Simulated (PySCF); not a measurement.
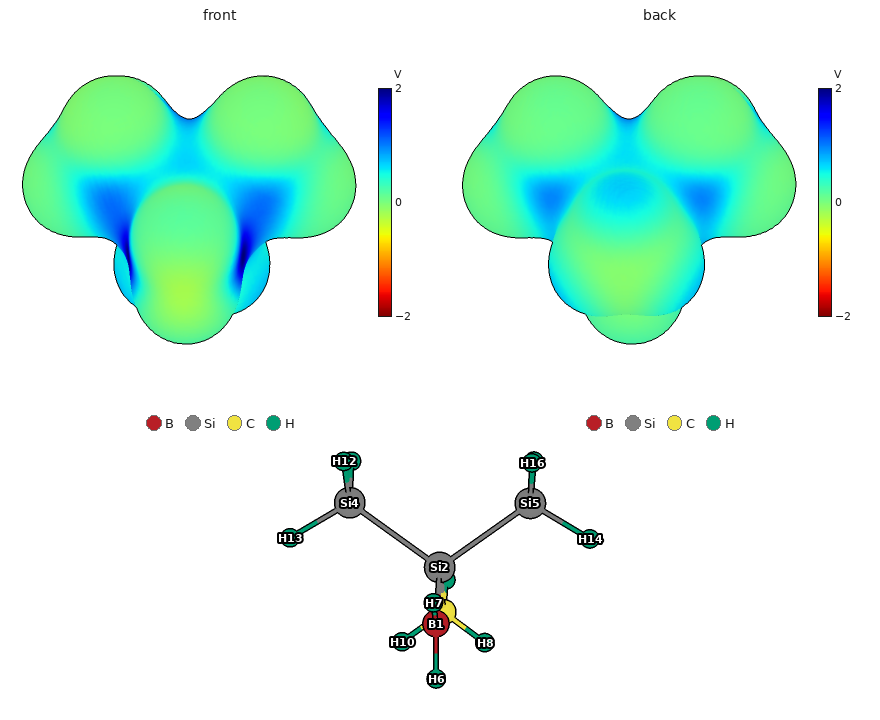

Figure. CH₁₁BSi₃. The electrostatic potential painted on the density surface at 0.002 e/bohr³, seen from the front and from behind; red is negative and blue positive. The bare structure is drawn below in the same view.

Geometry: GFN2-xTB.

Method: PBE0/pcSseg-1, SCF density, gas phase, non-relativistic in PySCF 2.14.0.

```yaml
atoms:
  - { symbol: B, position_ang: [0.8536, 0.7211, 1.9436] }
  - { symbol: Si, position_ang: [0.1221, 0.1814, 0.2255] }
  - { symbol: C, position_ang: [0.0120, 1.6365, -1.0313] }
  - { symbol: Si, position_ang: [1.4501, -1.4431, -0.8318] }
  - { symbol: Si, position_ang: [-2.0744, -0.6304, 0.4159] }
  - { symbol: H, position_ang: [1.1884, 1.8167, 2.1865] }
  - { symbol: H, position_ang: [0.9788, -0.0667, 2.8024] }
  - { symbol: H, position_ang: [-0.6147, 2.4402, -0.6529] }
  - { symbol: H, position_ang: [-0.4066, 1.3194, -1.9829] }
  - { symbol: H, position_ang: [0.9920, 2.0612, -1.2339] }
  - { symbol: H, position_ang: [0.9220, -1.8325, -2.1423] }
  - { symbol: H, position_ang: [1.5297, -2.6701, -0.0348] }
  - { symbol: H, position_ang: [2.8355, -1.0201, -1.0655] }
  - { symbol: H, position_ang: [-3.0188, 0.3369, 0.9862] }
  - { symbol: H, position_ang: [-2.6402, -1.0295, -0.8761] }
  - { symbol: H, position_ang: [-2.1369, -1.8122, 1.2799] }
```

Question: Describe the electrostatic potential map.

Answer: The most negative region (about −0.2 V) lies over H6, the most positive (about +1.8 V) over B1.

Question: How polar is the molecule by this calculation?

Answer: Its dipole moment is 0.77 D.
